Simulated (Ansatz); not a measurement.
**CH₄ClInSe: basis-set convergence**

Aim: see how fast density functionals converge with the basis set for CH₄ClInSe.

The runs use Ansatz 0.2.0, Gaussian basis; one geometry, several basis sets.

The runs, in order: PBE0-D4/def2-SVP; ωB97M-V/def2-SVP; PBE0-D4/def2-QZVPP; ωB97M-V/def2-QZVPP; the functionals' def2-TZVPP values are taken from earlier runs.

## (1) The relaxed structure

The geometry comes from an earlier relaxation with PBE0-D4 in a triple-zeta def2 set; it is a stationary point, not always the lowest conformer. In takes the def2 core potential; no spin-orbit term is included.

SMILES `[CH3][In]([Cl])[SeH]`, 8 atoms, charge 0, spin multiplicity 1.

Atoms are counted from 1 here; the program's logs count them from 0.

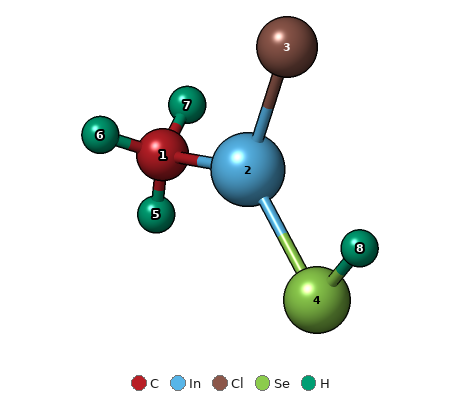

The geometry (carbon red, indium blue, chlorine brown, selenium green, hydrogen teal); atoms are numbered from 1 in the order of the file.

## (2) PBE0-D4 in def2-SVP

Input file in.yaml:

```yaml
crystal:
  periodic: [false, false, false]
  atoms:
    - {symbol: C, position_ang: [-0.149194, 1.463677, -0.671236]}
    - {symbol: In, position_ang: [0.152904, -0.430326, 0.259217]}
    - {symbol: Cl, position_ang: [2.085109, -0.724522, 1.554920]}
    - {symbol: Se, position_ang: [-1.242897, -2.496283, 0.228129]}
    - {symbol: H, position_ang: [-1.004046, 1.428839, -1.344440]}
    - {symbol: H, position_ang: [-0.320949, 2.210208, 0.104673]}
    - {symbol: H, position_ang: [0.751719, 1.729265, -1.224066]}
    - {symbol: H, position_ang: [-0.272637, -3.180848, 1.092803]}
basis:
  gaussian: {orbitals: def2-SVP}
hamiltonian: {xc: pbe0, dispersion: d4}
output: {orbitals: {seedname: orbitals}}
```

Started as:

```bash
$ ansatz run in.yaml --threads 4 --pin off --events-out ev --progress --plain --max-ram 10444MiB
```

Log:

```text
Functional definition: PBE0
  name "PBE0"
  cite "Adamo & Barone, J. Chem. Phys. 110, 6158 (1999) doi:10.1063/1.478522"
  cite "Perdew, Burke & Ernzerhof, Phys. Rev. Lett. 77, 3865 (1996) doi:10.1103/PhysRevLett.77.3865"
  parent pbe
  parameter a = 0.25
  parameter kappa = 0.804
  parameter beta = 0.06672455060314922
  exchange = (1 - a)*pbe_x(kappa = kappa, mu = beta*pi^2/3) + a*exact_x
  correlation = pbe_c(beta = beta)
1160 factors; integrals over basis functions are off by at most 1.3e-3 eV
mean field evaluation 1: about -84119.4621 eV, gradient 4.6e1 eV
mean field evaluation 2: about -84115.7158 eV, gradient 5.6e1 eV
mean field evaluation 4: about -84124.8931 eV, gradient 2.7e0 eV
mean field evaluation 8: about -84124.9752 eV, gradient 1.4e-1 eV
mean field evaluation 16: about -84124.9753 eV, gradient 2.6e-5 eV
mean field -84124.97525452 eV, -3091.5358186475 hartree, gradient 2.6e-5 eV, S^2 0.000000; 0 other end points of the search recorded, 0 dependent functions left out
reference -84124.97528735 eV, -3091.5358198538 hartree; 41, 41 occupied and 69, 69 virtual orbitals, 1160 factors
Total energy: -84125.13936633 eV, -3091.5418496452 hartree
```

Run time: 1.4 s. Hardware: 4 threads of Arm Neoverse V1, shared host.

## (3) ωB97M-V in def2-SVP

in.yaml, as its differences from that of step 2:

```diff
@@ -13,3 +13,3 @@
   gaussian: {orbitals: def2-SVP}
-hamiltonian: {xc: pbe0, dispersion: d4}
+hamiltonian: {xc: {name: wB97M-V}}
 output: {orbitals: {seedname: orbitals}}
```

Same command.

Log (excerpt; [...] marks lines left out):

```text
Functional definition: wB97M-V
  name "wB97M-V"
  cite "Mardirossian & Head-Gordon, J. Chem. Phys. 144, 214110 (2016) doi:10.1063/1.4952647"
  cite "Becke, J. Chem. Phys. 107, 8554 (1997) doi:10.1063/1.475007"
  cite "Vydrov & Van Voorhis, J. Chem. Phys. 133, 244103 (2010) doi:10.1063/1.3521275"
  # Of w^i u^j: cxij and so on, Table III.
[...]
  gx(w, u) = 1 - cx + cx01*u + cx10*w
  gss(w, u) = css00 + css04*u^4 + css10*w + css20*w^2 + css43*w^4*u^3
  gos(w, u) = cos00 + cos10*w + (cos20 + cos21*u)*w^2 + (cos60 + cos61*u)*w^6
[...]
      + integral(e_c_pw_mod_opposite_spin*gos(b97_w_opposite, b97_u_opposite)) + vv10(b, c)
1160 factors; integrals over basis functions are off by at most 1.3e-3 eV
277 factors; integrals over basis functions are off by at most 6.5e-6 eV
[...]
mean field -84131.68884383 eV, -3091.7825385039 hartree, gradient 1.1e-5 eV, S^2 0.000000; 0 other end points of the search recorded, 0 dependent functions left out
reference -84131.68889616 eV, -3091.7825404268 hartree; 41, 41 occupied and 69, 69 virtual orbitals, 1160 factors
Total energy: -84131.68889616 eV, -3091.7825404268 hartree
```

Run time: 6 s. Hardware: 4 threads of Arm Neoverse V1, shared host.

## (4) PBE0-D4 in def2-QZVPP

in.yaml, as its differences from that of step 3:

```diff
@@ -12,4 +12,4 @@
 basis:
-  gaussian: {orbitals: def2-SVP}
-hamiltonian: {xc: {name: wB97M-V}}
+  gaussian: {orbitals: "def2-QZVPP.json"}
+hamiltonian: {xc: pbe0, dispersion: d4}
 output: {orbitals: {seedname: orbitals}}
```

The command is unchanged.

Log:

```text
Functional definition: PBE0
  name "PBE0"
  cite "Adamo & Barone, J. Chem. Phys. 110, 6158 (1999) doi:10.1063/1.478522"
  cite "Perdew, Burke & Ernzerhof, Phys. Rev. Lett. 77, 3865 (1996) doi:10.1103/PhysRevLett.77.3865"
  parent pbe
  parameter a = 0.25
  parameter kappa = 0.804
  parameter beta = 0.06672455060314922
  exchange = (1 - a)*pbe_x(kappa = kappa, mu = beta*pi^2/3) + a*exact_x
  correlation = pbe_c(beta = beta)
1847 factors; their error is unknown
mean field evaluation 1: about -84132.7285 eV, gradient 5.8e1 eV
mean field evaluation 2: about -84126.6091 eV, gradient 7.0e1 eV
mean field evaluation 4: about -84140.3601 eV, gradient 4.4e0 eV
mean field evaluation 8: about -84140.3853 eV, gradient 1.1e-1 eV
mean field evaluation 16: about -84140.6442 eV, gradient 1.3e-4 eV
mean field -84140.64421898 eV, -3092.1116424706 hartree, gradient 3.4e-5 eV, S^2 0.000000; 0 other end points of the search recorded, 0 dependent functions left out
reference -84140.64425879 eV, -3092.1116439334 hartree; 41, 41 occupied and 377, 377 virtual orbitals, 1847 factors
Total energy: -84140.80833777 eV, -3092.1176737248 hartree
```

Run time: 9.5 s. Hardware: 4 threads of Arm Neoverse V1, shared host; peak memory 1.8 GiB.

## (5) ωB97M-V in def2-QZVPP

in.yaml, as its differences from that of step 4:

```diff
@@ -13,3 +13,3 @@
   gaussian: {orbitals: "def2-QZVPP.json"}
-hamiltonian: {xc: pbe0, dispersion: d4}
+hamiltonian: {xc: {name: wB97M-V}}
 output: {orbitals: {seedname: orbitals}}
```

The command is unchanged.

Log (excerpt; [...] marks lines left out):

```text
Functional definition: wB97M-V
  name "wB97M-V"
  cite "Mardirossian & Head-Gordon, J. Chem. Phys. 144, 214110 (2016) doi:10.1063/1.4952647"
  cite "Becke, J. Chem. Phys. 107, 8554 (1997) doi:10.1063/1.475007"
  cite "Vydrov & Van Voorhis, J. Chem. Phys. 133, 244103 (2010) doi:10.1063/1.3521275"
  # Of w^i u^j: cxij and so on, Table III.
[...]
  gx(w, u) = 1 - cx + cx01*u + cx10*w
  gss(w, u) = css00 + css04*u^4 + css10*w + css20*w^2 + css43*w^4*u^3
  gos(w, u) = cos00 + cos10*w + (cos20 + cos21*u)*w^2 + (cos60 + cos61*u)*w^6
[...]
      + integral(e_c_pw_mod_opposite_spin*gos(b97_w_opposite, b97_u_opposite)) + vv10(b, c)
1766 factors; their error is unknown
351 factors; integrals over basis functions are off by at most 2.9e-5 eV
[...]
mean field -84147.31049842 eV, -3092.3566237213 hartree, gradient 3.8e-5 eV, S^2 0.000000; 0 other end points of the search recorded, 0 dependent functions left out
reference -84147.31056299 eV, -3092.3566260941 hartree; 41, 41 occupied and 377, 377 virtual orbitals, 1766 factors
Total energy: -84147.31056299 eV, -3092.3566260941 hartree
```

Wall time 21 s (4 threads of Arm Neoverse V1, shared host); peak memory 2 GiB.

## (6) Density functionals: the series

The def2-TZVPP values come from earlier runs at the same geometry.

| functional | basis | functions | energy (eV) | from the largest (eV) | HOMO (eV) | LUMO (eV) |
| --- | --- | --- | --- | --- | --- | --- |
| PBE0-D4 | def2-SVP | 110 | -84125.1394 | 15.669 | -7.20 | -1.17 |
| PBE0-D4 | def2-TZVPP | 227 | -84138.9603 | 1.848 | -7.32 | -1.34 |
| PBE0-D4 | def2-QZVPP | 418 | -84140.8083 | 0.000 | -7.34 | -1.42 |
| ωB97M-V | def2-SVP | 110 | -84131.6889 | 15.622 | -9.31 | 0.44 |
| ωB97M-V | def2-TZVPP | 227 | -84145.5212 | 1.789 | -9.46 | 0.22 |
| ωB97M-V | def2-QZVPP | 418 | -84147.3106 | 0.000 | -9.48 | 0.16 |

## (7) Outcome

| quantity | value |
| --- | --- |
| PBE0-D4: double and triple zeta above quadruple | 15.67, 1.85 eV |
| ωB97M-V: double and triple zeta above quadruple | 15.62, 1.79 eV |

In words: For PBE0-D4 the step from double to triple zeta gains 13.82 eV and the next only 1.85 eV. Total energies overstate the basis error of differences, where much of it tends to cancel.

For PBE0-D4 the largest set took about 7 times as long as the smallest (9.5 s against 1.4 s).
